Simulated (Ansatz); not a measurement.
CH$_{3}$BF (charge −1)

| atom | x (Å) | y (Å) | z (Å) |
| --- | --- | --- | --- |
| C | 0.1052 | -0.2505 | -0.1599 |
| B | -0.6970 | -0.7781 | 0.9312 |
| F | -1.4664 | 0.0411 | 1.8034 |
| H | 0.6912 | -0.9050 | -0.8199 |
| H | 0.1858 | 0.8203 | -0.4038 |
| H | -0.8076 | -1.9716 | 1.2287 |

Geometry: r2SCAN-D4/def2-SVPD; the highest occupied orbital lies above zero, a sign that basis and functional describe the outermost electron poorly.

All numbers below come from Ansatz 0.2.0, isolated molecule in a Gaussian basis; Kohn-Sham density functional theory, functional PBE0.

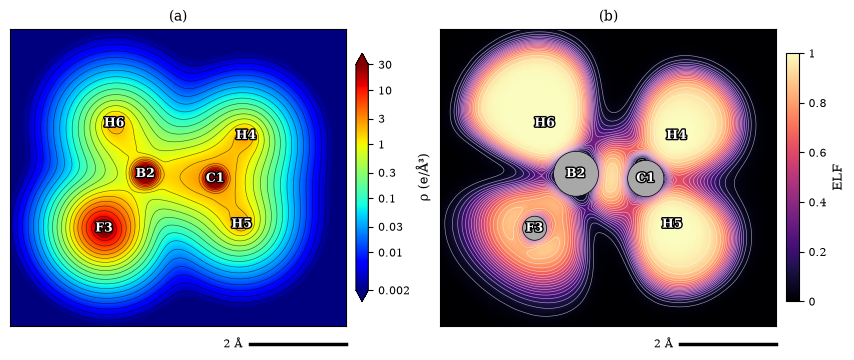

Figure 1. (a) total electron density; (b) electron localisation function on the molecular plane. Grey discs cover the atomic cores in the ELF map.

### Interpret the plot.

- The plane passes through C, B, F and H nuclei.
- B–F (1.42 Å): ρ is about 1.7 e/Å³ halfway; the ELF peaks at about 0.85 between the atoms; a polar covalent bond.
- C–B (1.45 Å): the density is about 1.7 e/Å³ at the midpoint; the ELF peaks at about 0.95 between the atoms (a covalent bond).
- C–H (1.10 Å): ρ is about 1.8 e/Å³ halfway; the ELF climbs to about 1 towards the hydrogen, as it does in any bond to H: a covalent bond by its length.
- B–H (1.23 Å): ρ at the midpoint is about 1.1 e/Å³; the ELF climbs to about 1 towards the hydrogen: an ordinary covalent bond to hydrogen.
- The ELF also peaks beside F3, away from the bonds: lone-pair regions.

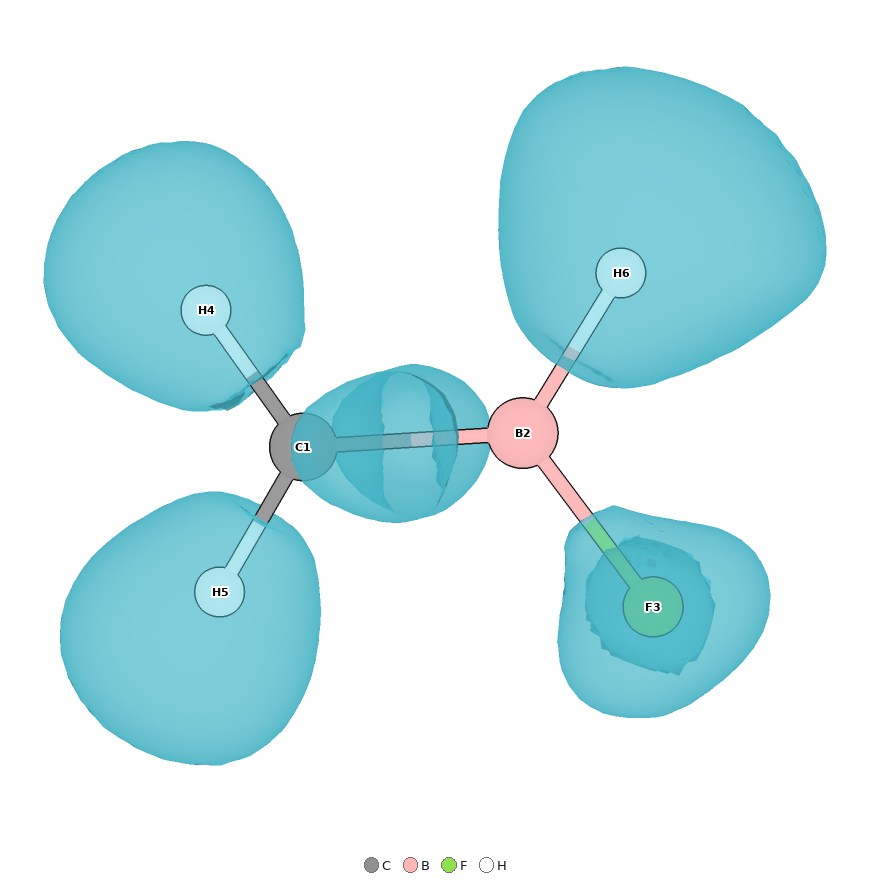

Figure 2. Isosurface of the ELF at 0.8 (cyan), seen at an oblique angle. Only the valence region is drawn (cores and ρ < 0.01 e/Å³ removed).

### What do the ELF domains correspond to?

The ELF exceeds this value in one region between bonded B–C atoms (shared pairs), three regions around hydrogen nuclei and one region on F in which the atom's valence shell and bonds are merged.

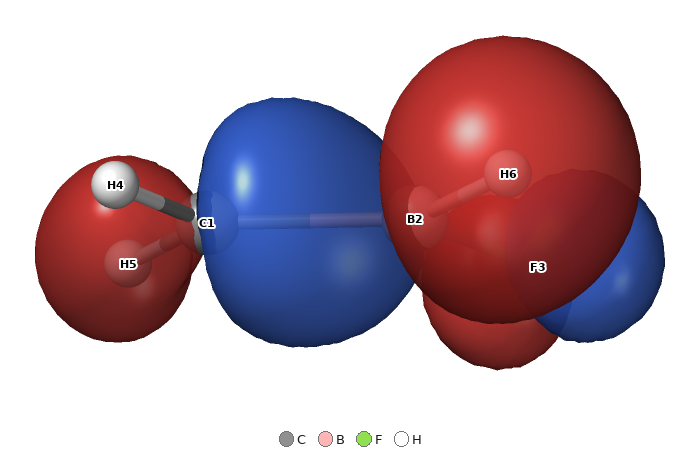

Figure 3. The HOMO−1 at ±0.15 Å⁻³ᐟ² (red and blue are the two phases), seen from one side.

### Describe this orbital and give its energy.

Its weight (Hirshfeld) is mainly on H6 (about 25 %), B2 (about 25 %), C1 (about 20 %) and F3 (about 20 %); it is symmetric in the molecular plane (an in-plane orbital: σ, lone-pair or in-plane π type). Its energy is −2.79 eV.
